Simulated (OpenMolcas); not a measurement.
# Single-point calculation, with input and output: SiF₂

- system: SiF₂, SMILES F[Si]F
- method: HF/STO-3G, UHF (OpenMolcas 26.06)

The geometry comes from this level: PBE0-D4/def2-TZVP.

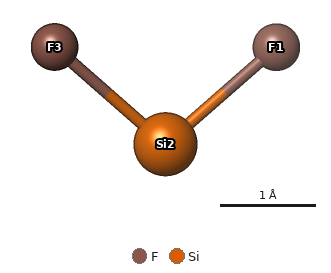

The structure as given in the input (ball-and-stick view, seen at a tilt; atoms are numbered from 1 in the order of the input). Bond lengths as drawn: F–Si 1.60 Å.

## Input
```
&GATEWAY
 BasLib = $CurrDir
 Coord = coord.xyz
 Basis = STO-3G
 Group = NoSym

&SEWARD

&SCF
 UHF
 Scramble = 0.25
 PrOrbitals = 1 1
```

## File coord.xyz
```
3

F      0.166300     1.246800     0.229400
Si    -0.594900    -0.046400    -0.330100
F      0.428600    -1.200400     0.100700
```

Hardware: 1 thread of Arm Neoverse V2, 24 GiB of memory available, shared host.

Launch command:
```bash
export MOLCAS_MEM=1860
pymolcas step1.inp > step1.log
```

## Log
```
--- Start Module: gateway ---

                                              &GATEWAY

                       available to each process: 1.9 GB of memory, 1 thread

 Basis Set     1 Label: F.STO-3G
 Basis set is read from library:.
 basistype.tbl is not found

 Basis Set     2 Label: SI.STO-3G
 Basis set is read from library:.
 basistype.tbl is not found

 Basis Set     3 Label: F.STO-3G
 Basis set is read from library:.
 basistype.tbl is not found

++    Symmetry information:
      ---------------------

                    Character Table for C1

                             E
                    a        1  x, y, xy, Rz, z, xz, Ry, yz, Rx, I
--

++    Basis set information:
      ----------------------

      Basis set label: F.STO-3G.........

      Electronic valence basis set:
      ------------------
      Associated Effective Charge   9.000000 au
      Associated Actual Charge      9.000000 au
      Nuclear Model: Point charge

      Shell  nPrim  nBasis  Cartesian Spherical Contaminant
         s       6       2        X
         p       3       1        X

      Basis set label: SI.STO-3G.........

      Electronic valence basis set:
      ------------------
      Associated Effective Charge  14.000000 au
      Associated Actual Charge     14.000000 au
      Nuclear Model: Point charge

      Shell  nPrim  nBasis  Cartesian Spherical Contaminant
         s       9       3        X
         p       6       2        X

      Basis set label: F.STO-3G.........

      Electronic valence basis set:
      ------------------
      Associated Effective Charge   9.000000 au
      Associated Actual Charge      9.000000 au
      Nuclear Model: Point charge

      Shell  nPrim  nBasis  Cartesian Spherical Contaminant
         s       6       2        X
         p       3       1        X
--

++    Molecular structure info:
      -------------------------

                    ************************************************
                    **** Cartesian Coordinates / bohr, angstrom ****
                    ************************************************

     Center  Label                x              y              z                     x              y              z
        1      F1               0.314261       2.356111       0.433503              0.166300       1.246800       0.229400
        2      SI2             -1.124198      -0.087683      -0.623799             -0.594900      -0.046400      -0.330100
        3      F3               0.809937      -2.268427       0.190295              0.428600      -1.200400       0.100700

                    ***************************************
                    *    InterNuclear Distances / bohr    *
                    ***************************************

               1 F1            2 SI2           3 F3
    1 F1       0.000000
    2 SI2      3.026414        0.000000
    3 F3       4.657381        3.026429        0.000000

                    *******************************************
                    *    InterNuclear Distances / angstrom    *
                    *******************************************

               1 F1            2 SI2           3 F3
    1 F1       0.000000
    2 SI2      1.601509        0.000000
    3 F3       2.464580        1.601517        0.000000
--

            Nuclear Potential Energy            100.65841358 au

--- Stop Module: gateway /rc=_RC_ALL_IS_WELL_ ---

--- Start Module: seward ---

                                              &SEWARD

                       available to each process: 1.9 GB of memory, 1 thread

               SEWARD will generate:
                  Multipole Moment integrals up to order  2
                  Kinetic Energy integrals
                  Nuclear Attraction integrals (point charge)
                  One-Electron Hamiltonian integrals
                  Velocity integrals
                  Orbital angular momentum around ( -0.1530  -0.0119  -0.0849 )
                  Velocity quadrupole around ( -0.1530  -0.0119  -0.0849 )
                  Two-Electron Repulsion integrals

                   Integrals are discarded if absolute value <: 1.00E-14
                   Integral cutoff threshold is set to       <: 1.00E-16

            Nuclear Potential Energy            100.65841358 au

      Basis set specifications :
      Symmetry species         a
      Basis functions           19

--- Stop Module: seward /rc=_RC_ALL_IS_WELL_ ---

--- Start Module: scf ---

                                                &SCF

                       available to each process: 1.9 GB of memory, 1 thread

++    Input section:
      --------------

      Header of the integral files:

      Cartesian coordinates in angstrom:
      -----------------------------------------------------
      No.  Label        X            Y            Z
      -----------------------------------------------------
       1   F1         0.16630000   1.24680000   0.22940000
       2   SI2       -0.59490000  -0.04640000  -0.33010000
       3   F3         0.42860000  -1.20040000   0.10070000
      -----------------------------------------------------
      Nuclear repulsion energy =  100.65841358
--

++    Orbital specifications:
      -----------------------

      Symmetry species               1
                                     a
      Frozen orbitals                0
      Occupied orbitals alpha       16
      Occupied orbitals beta        16
      Secondary orbitals alpha       3
      Secondary orbitals beta        3
      Deleted orbitals               0
      Total number of orbitals      19
      Number of basis functions     19
--

      Molecular charge                           0.000

++    Optimization specifications:
      ----------------------------

      SCF Algorithm: Conventional USCF
      D(i)-D(i-1) density differences are used
      Number of density matrices in core                 5
      Maximum number of NDDO SCF iterations            400
      Maximum number of HF SCF iterations              400
      Threshold for SCF energy change             1.00E-09
      Threshold for density matrix                1.00E-04
      Threshold for Fock matrix                   1.50E-04
      Threshold for linear dependence             1.00E-09
      Threshold at which DIIS is turned on        1.50E-01
      Maximum depth in the DIIS procedure                5
      Maximum depth in the BFGS Hessian update          30
      Threshold at which QNR/C2DIIS is turned on  7.50E-02
      Threshold for Norm(delta) (QNR/C2DIIS)      1.00E-03
      All orbitals punched on: UHFORB
--

      Input vectors read from INPORB
      Orbital file label: *Guess orbitals
      Start orbitals are scrambled in order to introduce symmetry breaking

++ Convergence information
                               UHF SCF        iterations: Energy and convergence statistics

Iter     Tot. SCF        One-elec.       Two-elec.     Energy      Max Dij or  Max Fij      DNorm      TNorm      AccCon     Time
         Energy          Energy          Energy        Change      Delta Norm                                                in Sec.
   1  -481.368955397  -880.096791227   298.069422248   0.00E+00    8.14E-01*   1.81E-01*    8.81E+00   8.38E+01   None         0.
   2  -480.570643857  -876.272231184   295.043173745   7.98E-01*   5.57E-01*   3.61E-01*    4.73E+00   8.38E+01   EDIIS        0.
   3  -481.669129789  -877.734492334   295.406948965  -1.10E+00*   1.25E-01*   4.79E-02*    2.31E+00   8.36E+01   EDIIS        0.
   4  -481.681560904  -878.037128610   295.697154124  -1.24E-02*   3.32E-02*   1.27E-02*    3.95E-01   8.36E+01   c2DIIS       0.
   5  -481.682884434  -877.962444987   295.621146972  -1.32E-03*   3.62E-02*   6.01E-03*    1.30E-01   8.36E+01   QNRc2DIIS    0.
   6  -481.683231652  -877.964186058   295.622540825  -3.47E-04*   7.62E-02*   4.70E-03*    6.63E-02   8.36E+01   QNRc2DIIS    0.
   7  -481.683563014  -877.956864924   295.614888329  -3.31E-04*   3.17E-02*   2.87E-03*    1.38E-01   8.36E+01   QNRc2DIIS    0.
   8  -481.683648933  -877.957268506   295.615205992  -8.59E-05*   1.24E-01*   2.64E-03*    5.60E-02   8.36E+01   QNRc2DIIS    0.
   9  -481.683889828  -877.957713690   295.615410281  -2.41E-04*   9.07E-03*   5.09E-04*    2.19E-01   8.36E+01   QNRc2DIIS    0.
  10  -481.683895308  -877.956126535   295.613817646  -5.48E-06*   1.32E-03*   1.57E-04*    1.54E-02   8.36E+01   QNRc2DIIS    0.
  11  -481.683895538  -877.956289183   295.613980063  -2.31E-07*   8.49E-04    8.20E-05     2.25E-03   8.36E+01   QNRc2DIIS    0.
  12  -481.683895599  -877.956501517   295.614192336  -6.07E-08*   7.11E-05    9.85E-06     1.41E-03   8.36E+01   QNRc2DIIS    0.
  13  -481.683895600  -877.956524853   295.614215672  -8.79E-10    5.17E-05    2.95E-06     1.30E-04   8.36E+01   QNRc2DIIS    0.

       Convergence after  13 Iterations
--

 *****************************************************************************************************************************
 *                                             SCF/KS-DFT Program, Final results                                             *
 *                                                       Final Results                                                       *
 *****************************************************************************************************************************

::    Total SCF energy                               -481.6838956000
      One-electron energy                            -877.9565248534
      Two-electron energy                             295.6142156722
      Nuclear repulsion energy                        100.6584135812
      Kinetic energy (interpolated)                   476.8905902303
      Virial theorem                                    1.0100511637
      Total spin, S(S+1)                                0.0000000001
      Total spin, S                                     0.0000000001
      Max non-diagonal density matrix element           0.0000226751
      Max non-diagonal Fock matrix element              0.0000093925

      All orbitals with orbital energies smaller than  E(LUMO)+0.5 are printed

++    Molecular orbitals:
      -------------------

      Title: UHF orbitals (alpha)

      Molecular orbitals for symmetry species 1: a

          Orbital            1         2         3         4         5         6         7         8         9        10
          Energy          -67.9483  -25.8120  -25.8118   -5.9516   -3.9687   -3.9687   -3.9672   -1.4470   -1.4173   -0.5979
          Occ. No.          1.0000    1.0000    1.0000    1.0000    1.0000    1.0000    1.0000    1.0000    1.0000    1.0000

          Orbital           11        12        13        14        15        16        17        18        19
          Energy           -0.4825   -0.4671   -0.4604   -0.4061   -0.4058   -0.2516    0.2501    0.5204    0.5774
          Occ. No.          1.0000    1.0000    1.0000    1.0000    1.0000    1.0000    0.0000    0.0000    0.0000

--

      All orbitals with orbital energies smaller than  E(LUMO)+0.5 are printed

++    Molecular orbitals:
      -------------------

      Title: UHF orbitals (beta)

      Molecular orbitals for symmetry species 1: a

          Orbital            1         2         3         4         5         6         7         8         9        10
          Energy          -67.9483  -25.8120  -25.8118   -5.9516   -3.9687   -3.9687   -3.9672   -1.4470   -1.4173   -0.5979
          Occ. No.          1.0000    1.0000    1.0000    1.0000    1.0000    1.0000    1.0000    1.0000    1.0000    1.0000

          Orbital           11        12        13        14        15        16        17        18        19
          Energy           -0.4826   -0.4671   -0.4604   -0.4061   -0.4058   -0.2516    0.2501    0.5204    0.5774
          Occ. No.          1.0000    1.0000    1.0000    1.0000    1.0000    1.0000    0.0000    0.0000    0.0000

--

++    Molecular charges:
      ------------------

      Mulliken charges per centre and basis function type
      ---------------------------------------------------

                            F1                      SI2                     F3
                     alpha        beta       alpha        beta       alpha        beta
      1s           1.9781      1.9781      2.8558      2.8558      1.9781      1.9781
      2px          0.9293      0.9293      1.3663      1.3663      0.8962      0.8962
      2pz          0.9200      0.9200      1.2101      1.2101      0.9290      0.9290
      2py          0.8507      0.8507      1.2115      1.2115      0.8748      0.8748
      Total        4.6782      4.6782      6.6437      6.6437      4.6782      4.6782
      Total              9.3563                 13.2873                  9.3563

      Charge           -0.3563                  0.7127                 -0.3563

      Total electronic charge=   32.000000

      Total            charge=   -0.000000
--

++    Molecular orbitals:
      -------------------

      Title: Natural orbitals

      Molecular orbitals for symmetry species 1: a

          Orbital            1         2         3         4         5         6         7         8         9        10
          Energy          -67.9483  -25.8120  -25.8118   -5.9516   -3.9687   -3.9687   -3.9672   -1.4312   -1.3977   -0.5382
          Occ. No.          2.0000    2.0000    2.0000    2.0000    2.0000    2.0000    2.0000    2.0000    2.0000    2.0000

          Orbital           11        12        13        14        15        16        17        18        19
          Energy           -0.4460   -0.4596   -0.4013   -0.4275   -0.4485   -0.3858    0.3985    0.4607    0.4888
          Occ. No.          2.0000    2.0000    2.0000    2.0000    2.0000    2.0000    0.0000    0.0000    0.0000

--

++    Molecular properties:
      ---------------------

      Charge (e):
                      =   -0.0000
      Dipole Moment (debye):
      Origin of the operator (angstrom)=   -0.0810   -0.0063   -0.0449
                   X= -7.7518E-01               Y= -6.0430E-02               Z= -4.3012E-01           Total=  8.8858E-01
      Quadrupole Moment (debye*angstrom):
      Origin of the operator (angstrom)=   -0.0810   -0.0063   -0.0449
                  XX= -1.9171E+01              XY=  3.9374E-01              XZ= -1.9431E+00              YY= -2.1824E+01
                  YZ= -4.8396E-01              ZZ= -1.6649E+01
      In traceless form (debye*angstrom)
                  XX=  6.5055E-02              XY=  5.9062E-01              XZ= -2.9146E+00              YY= -3.9136E+00
                  YZ= -7.2595E-01              ZZ=  3.8485E+00
--

--- Stop Module: scf /rc=_RC_ALL_IS_WELL_ ---

.##################.
.# Happy landing! #.
.##################.

    Timing: Wall=1.34 User=1.05 System=0.28
```

## Results in brief

- outcome: converged
- total energy: −481.683896 hartree
- basis functions: 19
- HOMO: −6.85 eV
- LUMO: 6.81 eV
- dipole moment: 0.89 debye
- wall time: 1.5 s
- peak memory: 0.37 GiB
